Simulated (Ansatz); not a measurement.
Consider Hf2ZrC3.

Input

```
crystal:
  lattice:
    - [-1.651421862, 1.651421862, 7.0079652137]
    - [1.651421862, -1.651421862, 7.0079652137]
    - [1.651421862, 1.651421862, -7.0079652137]
  atoms:
    - { symbol: Zr, position: [0.0, 0.0, 0.0] }
    - { symbol: Hf, position: [0.6669833738, 0.6669833738, 0.0] }
    - { symbol: Hf, position: [0.3330166262, 0.3330166262, 0.0] }
    - { symbol: C, position: [0.8323582747, 0.8323582747, 0.0] }
    - { symbol: C, position: [0.1676417253, 0.1676417253, 0.0] }
    - { symbol: C, position: [0.5, 0.5, 0.0] }
basis:
  ecutwfc: 420
kpoints:
  mp_grid: { grid: [14, 14, 14] }
hamiltonian:
  xc: pbe
scf:
  occupations: { method: gaussian, width: 0.1 }
output:
  forces: true
  stress: true
  eigenvalues: true
  write_density: true
  write_potential: true
  elf: true
  volumetric_format: npy
relax:
  adjacent_minimum: "off"
  f_tol: 0.01
  max_steps: 80
  cell: { stress_tol: 0.05 }
```

Command:

```sh
ansatz run input.yaml --threads 1 --pin off --max-ram 2560MiB --backend cpu --events-out ev --progress --plain --runs-dir out
```

Below, planes, directions and counts refer to the conventional cell (a = 3.30 Å, b = 3.30 Å, c = 14.01 Å, α = 90.00°, β = 90.00°, γ = 90.00°).

Space group I4/mmm; a generated structure, not necessarily the stable one.

Method: Ansatz, DFT PBE, scalar-relativistic, plane waves, PAW.

What can the converged valence pseudo-density and electron localisation function tell about the bonding?

Hf–C (2.32 Å): ρ at the midpoint is about 0.5 e/Å³; the ELF peaks at about 0.80 in the valence shell of C, 0.7 Å from its nucleus, and is about 0.25 at the midpoint: no localised pair shows between them.
Zr–C (2.34 Å): the density is about 0.46 e/Å³ at the midpoint; the ELF peaks at about 0.80 in the valence shell of C, 0.7 Å from its nucleus, and is about 0.25 at the midpoint; no shared electron pair shows on this line.

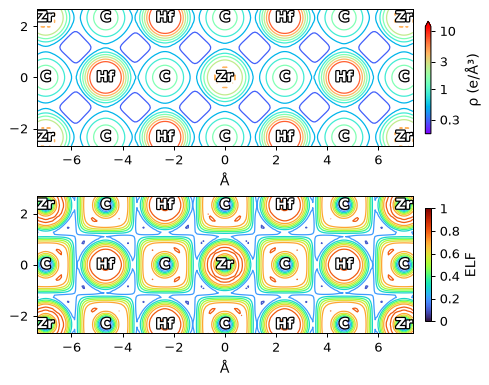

Computed valence pseudo-density and electron localisation function on the (11̄0) plane of the conventional cell, in this order. 
